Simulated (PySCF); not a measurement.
Molecule: C₃H₈OSi, SMILES C/C=C/O[SiH3].

Vertical TDDFT excitations, B3LYP/def2-SVPD (IEF-PCM cyclohexane), PySCF 2.14.0, at a PBE0-D3(BJ)/def2-SVP geometry (no frequency check).

Q: Where does it absorb, and how strongly?

A: The lowest singlet lies at 5.51 eV (225 nm, f = 0.001); the brightest of the first 6 is S5 at 6.53 eV (190 nm), f = 0.296, mainly HOMO → LUMO+1 (52 %) (S4 lies within 0.06 eV, too close to order). No singlet lies below 3.1 eV (beyond 400 nm), so at this level no vertical transition falls in the visible.


```
state  E (eV)  λ (nm)      f        main character
   S1    5.51     225  0.001    HOMO → LUMO (99 %)
   S2    6.00     207  0.010  HOMO → LUMO+2 (78 %)
   S3    6.39     194  0.002  HOMO → LUMO+4 (87 %)
   S4    6.51     190  0.092  HOMO → LUMO+3 (66 %)
   S5    6.53     190  0.296  HOMO → LUMO+1 (52 %)
   S6    6.92     179  0.001  HOMO → LUMO+6 (95 %)
```

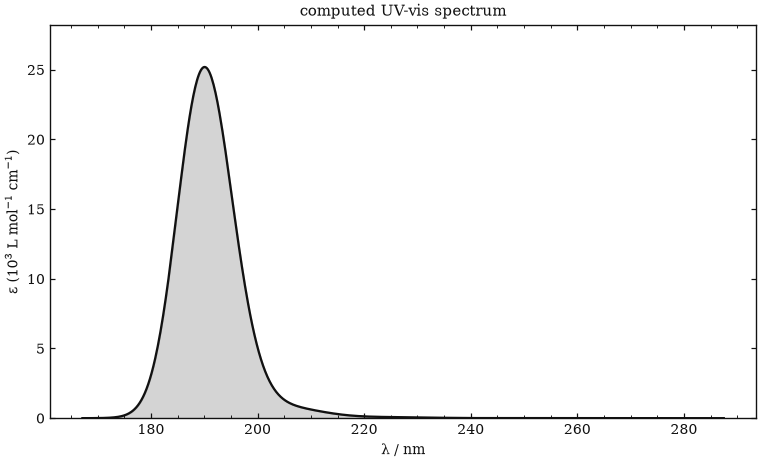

Only the first 6 singlet excitations are included; each is broadened by a Gaussian of 1/e half-width 0.25 eV.

Known limits of this run: states above the negative HOMO energy depend on the basis; one conformer of a flexible molecule; core orbitals are frozen in the response.
